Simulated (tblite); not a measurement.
## Geometry relaxation of C5H4OSi

The run: geometry relaxation of C5H4OSi. Method and program: GFN2-xTB geometry optimisation, gas phase (tblite 0.8.0).

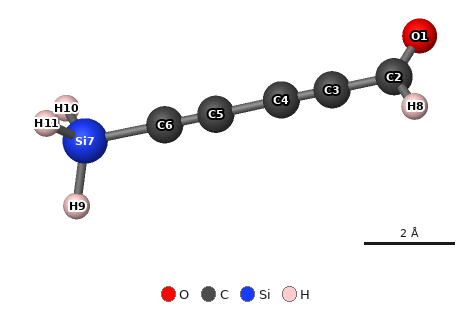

Figure 1. The starting structure (ball-and-stick view, seen at a tilt; atoms are numbered from 1 in the order of the input). Bond lengths as drawn: C–C 1.19 to 1.54 Å, C–H 1.09 Å, C–O 1.21 Å, C–Si 1.87 Å and H–Si 1.48 to 1.49 Å.

## Input
```
{"job": {"kind": "relax", "xc": "GFN2-xTB", "basis": "xTB"}, "charge": 0, "multiplicity": 1}
O     -4.254600     1.842600    -0.252100
C     -3.780100     0.766300    -0.547000
C     -2.378400     0.479800    -0.276700
C     -1.231200     0.254300    -0.075900
C      0.252600    -0.060200     0.212300
C      1.405700    -0.295700     0.414900
Si     3.208400    -0.652400     0.746900
H     -4.343100    -0.051400    -0.995800
H      3.363000    -1.982200     1.408500
H      3.788500     0.378200     1.644600
H      3.974700    -0.676500    -0.520600
```

The first line tells a small driver script what to run in tblite; the rest is the geometry in Å.

Machine: 1 CPU thread, shared host.

Run as:
```bash
OMP_NUM_THREADS=1 python <driver script> task.json out
```

## Log
```
step      E/eV     max force
  0    -499.52636    7.070
  1    -499.36598    8.149
  2    -499.99517    2.295
  3    -500.06789    1.245
  4    -500.09943    0.897
  5    -500.13362    1.055
  6    -500.15517    0.836
  7    -500.17220    0.455
  8    -500.18805    0.428
  9    -500.20706    0.303
 10    -500.21344    0.275
 11    -500.22144    0.235
 12    -500.22742    0.269
 13    -500.23129    0.173
 14    -500.23307    0.082
 15    -500.23398    0.081
 16    -500.23452    0.064
 17    -500.23468    0.028
 18    -500.23471    0.020
 19    -500.23473    0.019
 20    -500.23476    0.023
 21    -500.23480    0.033
 22    -500.23485    0.036
 23    -500.23491    0.028
 24    -500.23498    0.029
 25    -500.23505    0.032
 26    -500.23510    0.025
 27    -500.23512    0.014
 28    -500.23514    0.009
```

## Trajectory as extended XYZ (Å, eV, eV/Å), 9 of the 29 frames kept, from step=0 to step=28
```
11
Properties=species:S:1:pos:R:3:forces:R:3 step=0 energy=-499.52636
O    -4.2546    1.8426   -0.2521   -0.0530  -0.7980  -0.3710
C    -3.7801    0.7663   -0.5470    1.0210   1.2080   0.8690
C    -2.3784    0.4798   -0.2767   -2.7940   0.1690  -0.7180
C    -1.2312    0.2543   -0.0759    6.7960  -1.4250   1.3320
C     0.2526   -0.0602    0.2123   -5.8850   1.2810  -1.1530
C     1.4057   -0.2957    0.4149    1.5330  -0.3080   0.2780
Si    3.2084   -0.6524    0.7469    0.3440  -0.2000   0.1900
H    -4.3431   -0.0514   -0.9958   -0.1310  -0.2160  -0.1560
H     3.3630   -1.9822    1.4085   -0.2280   0.3990  -0.2180
H     3.7885    0.3782    1.6446   -0.2940  -0.1650  -0.2300
H     3.9747   -0.6765   -0.5206   -0.3080   0.0550   0.1760
11
Properties=species:S:1:pos:R:3:forces:R:3 step=4 energy=-500.09943
O    -4.2618    1.8323   -0.2601    0.5560  -0.6910  -0.1260
C    -3.7278    0.7750   -0.5241    0.2060   0.3480   0.2100
C    -2.3318    0.4568   -0.2771   -0.2090   0.0350  -0.0610
C    -1.1493    0.2344   -0.0564    0.0900  -0.0400   0.0470
C     0.1766   -0.0426    0.1939   -0.6300   0.1210  -0.1540
C     1.3513   -0.2843    0.4058    0.8640  -0.1730   0.1670
Si    3.1986   -0.6545    0.7490   -0.6460   0.1410  -0.1270
H    -4.3307   -0.0471   -0.9927    0.4910   0.1210   0.1670
H     3.3496   -1.9665    1.3996   -0.2210   0.1140  -0.0750
H     3.7729    0.3724    1.6346   -0.2380  -0.0260  -0.1050
H     3.9578   -0.6733   -0.5137   -0.2630   0.0510   0.0570
11
Properties=species:S:1:pos:R:3:forces:R:3 step=7 energy=-500.17220
O    -4.2284    1.8102   -0.2609    0.2520   0.1800   0.1490
C    -3.6791    0.7662   -0.5113   -0.3370   0.1880  -0.0580
C    -2.3164    0.4501   -0.2785    0.1370   0.0120   0.0610
C    -1.1410    0.2295   -0.0507    0.2270  -0.0470   0.0290
C     0.1707   -0.0423    0.1874    0.1190  -0.0510   0.0210
C     1.3473   -0.2830    0.4063   -0.1920   0.0370  -0.0410
Si    3.1403   -0.6428    0.7387    0.3730  -0.0700   0.0710
H    -4.2743   -0.0374   -0.9754    0.1850  -0.4050  -0.0920
H     3.3208   -1.9499    1.3889   -0.2580   0.0570  -0.0500
H     3.7418    0.3686    1.6205   -0.2470   0.0440  -0.0560
H     3.9236   -0.6666   -0.5062   -0.2600   0.0560  -0.0330
11
Properties=species:S:1:pos:R:3:forces:R:3 step=10 energy=-500.21344
O    -4.1864    1.8234   -0.2442   -0.0510  -0.0980  -0.0520
C    -3.6674    0.7692   -0.5095    0.1830   0.0070   0.0560
C    -2.3007    0.4504   -0.2734   -0.0610   0.0360   0.0040
C    -1.1277    0.2249   -0.0477    0.0890  -0.0130  -0.0050
C     0.1776   -0.0476    0.1858    0.0020  -0.0170   0.0160
C     1.3502   -0.2837    0.4069    0.0340  -0.0150  -0.0020
Si    3.1361   -0.6416    0.7385    0.0500  -0.0180   0.0170
H    -4.2203   -0.0739   -0.9744   -0.0480   0.0630   0.0100
H     3.2726   -1.9395    1.3796   -0.1380  -0.2060   0.0890
H     3.6960    0.3770    1.6099   -0.0450   0.2280   0.1400
H     3.8753   -0.6559   -0.5125   -0.0160   0.0310  -0.2730
11
Properties=species:S:1:pos:R:3:forces:R:3 step=14 energy=-500.23307
O    -4.1738    1.8170   -0.2433   -0.0720  -0.0160  -0.0280
C    -3.6451    0.7668   -0.5046   -0.0250  -0.0030  -0.0010
C    -2.2848    0.4539   -0.2667    0.0520   0.0030   0.0120
C    -1.1125    0.2215   -0.0481    0.0420  -0.0100   0.0080
C     0.1881   -0.0548    0.1885    0.0720  -0.0130   0.0130
C     1.3611   -0.2875    0.4075    0.0560  -0.0210   0.0080
Si    3.1475   -0.6437    0.7412    0.0340  -0.0030   0.0020
H    -4.1956   -0.0785   -0.9697   -0.0440   0.0440   0.0030
H     3.2215   -1.9604    1.3856   -0.0210   0.0700  -0.0330
H     3.6588    0.4131    1.6216   -0.0420  -0.0530  -0.0470
H     3.8402   -0.6445   -0.5530   -0.0520   0.0040   0.0630
11
Properties=species:S:1:pos:R:3:forces:R:3 step=18 energy=-500.23471
O    -4.1796    1.8143   -0.2461   -0.0060  -0.0030  -0.0020
C    -3.6438    0.7667   -0.5039    0.0020   0.0010  -0.0010
C    -2.2801    0.4555   -0.2650    0.0010   0.0190   0.0070
C    -1.1074    0.2203   -0.0474   -0.0010   0.0000   0.0020
C     0.1941   -0.0563    0.1896   -0.0020   0.0010  -0.0020
C     1.3667   -0.2899    0.4082   -0.0030  -0.0060  -0.0020
Si    3.1507   -0.6443    0.7415   -0.0050  -0.0010  -0.0010
H    -4.1982   -0.0752   -0.9693    0.0060  -0.0090  -0.0010
H     3.2160   -1.9576    1.3840    0.0020  -0.0020   0.0030
H     3.6531    0.4125    1.6195    0.0020   0.0000   0.0020
H     3.8339   -0.6433   -0.5524    0.0030   0.0000  -0.0040
11
Properties=species:S:1:pos:R:3:forces:R:3 step=21 energy=-500.23480
O    -4.1812    1.8135   -0.2466   -0.0160  -0.0010  -0.0070
C    -3.6432    0.7670   -0.5039   -0.0160  -0.0120  -0.0040
C    -2.2793    0.4596   -0.2632    0.0140  -0.0020   0.0020
C    -1.1072    0.2202   -0.0468   -0.0230   0.0090  -0.0040
C     0.1942   -0.0563    0.1891   -0.0040   0.0000   0.0010
C     1.3663   -0.2914    0.4077    0.0080  -0.0050   0.0000
Si    3.1501   -0.6445    0.7413    0.0090   0.0000  -0.0020
H    -4.1962   -0.0773   -0.9695    0.0260   0.0170   0.0120
H     3.2155   -1.9575    1.3843    0.0030  -0.0030   0.0020
H     3.6527    0.4124    1.6196    0.0000  -0.0030  -0.0020
H     3.8337   -0.6431   -0.5529    0.0000  -0.0010   0.0030
11
Properties=species:S:1:pos:R:3:forces:R:3 step=24 energy=-500.23498
O    -4.1899    1.8108   -0.2500   -0.0190   0.0050  -0.0050
C    -3.6437    0.7677   -0.5039    0.0030   0.0210   0.0150
C    -2.2782    0.4699   -0.2592   -0.0160  -0.0210  -0.0120
C    -1.1077    0.2213   -0.0457    0.0130   0.0100  -0.0010
C     0.1941   -0.0561    0.1884    0.0010  -0.0020   0.0080
C     1.3656   -0.2959    0.4062   -0.0020   0.0060  -0.0020
Si    3.1503   -0.6452    0.7404    0.0040  -0.0060   0.0020
H    -4.1898   -0.0800   -0.9689    0.0180  -0.0090   0.0000
H     3.2168   -1.9575    1.3853    0.0030  -0.0020  -0.0020
H     3.6532    0.4109    1.6195   -0.0040   0.0000  -0.0040
H     3.8347   -0.6432   -0.5532    0.0000  -0.0010   0.0010
11
Properties=species:S:1:pos:R:3:forces:R:3 step=28 energy=-500.23514
O    -4.1987    1.8094   -0.2530    0.0020  -0.0040   0.0000
C    -3.6437    0.7701   -0.5025    0.0000  -0.0050  -0.0060
C    -2.2777    0.4757   -0.2568    0.0030   0.0040   0.0050
C    -1.1074    0.2241   -0.0451    0.0000   0.0090   0.0010
C     0.1938   -0.0564    0.1889   -0.0010   0.0000   0.0030
C     1.3652   -0.2987    0.4048    0.0020   0.0070   0.0010
Si    3.1502   -0.6466    0.7399   -0.0030  -0.0030   0.0000
H    -4.1805   -0.0836   -0.9680   -0.0040  -0.0010   0.0000
H     3.2174   -1.9582    1.3857    0.0030  -0.0050  -0.0020
H     3.6520    0.4101    1.6188   -0.0040   0.0010  -0.0030
H     3.8348   -0.6433   -0.5536    0.0000  -0.0030   0.0010
```

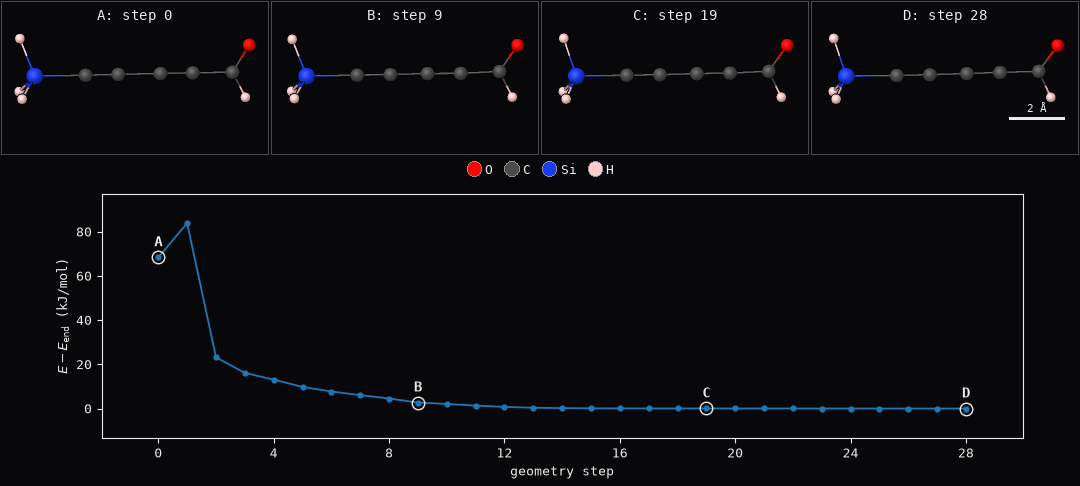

Figure 2. Frames of the relaxation (ball-and-stick view, seen at a tilt) above the curves, on which the letters mark them (steps are counted from 0).

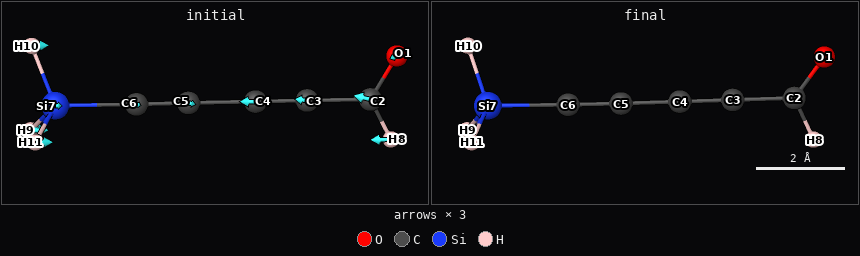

Figure 3. Before (left) and after (right) the relaxation, at one scale (ball-and-stick view, seen at a tilt). The teal arrows give the displacements, magnified 3 times. Over 28 geometry steps the energy falls by 68.4 kJ/mol. The largest force component goes from 6.8 to 0.009 eV/Å. H8 moves most after the best rigid fit: 0.17 Å. By element the largest moves are H 0.17 Å, C 0.14 Å, O 0.07 Å, Si 0.06 Å. Among the contacts that change: C4–C5 1.544 → 1.352 Å, C2–C3 1.456 → 1.419 Å, Si7–H9 1.493 → 1.464 Å, C3–C4 1.186 → 1.216 Å. Among the angles that change: O1–C2–C3 120.4° → 125.9°, H9–Si7–H11 108.1° → 111.7°, C6–Si7–H11 110.5° → 106.9°. (Atoms are counted from 1 in the order of the input.)

## Key numbers

| quantity | value |
| --- | --- |
| outcome | converged |
| total energy | −500.2351 eV |
| peak memory | 0.18 GiB |
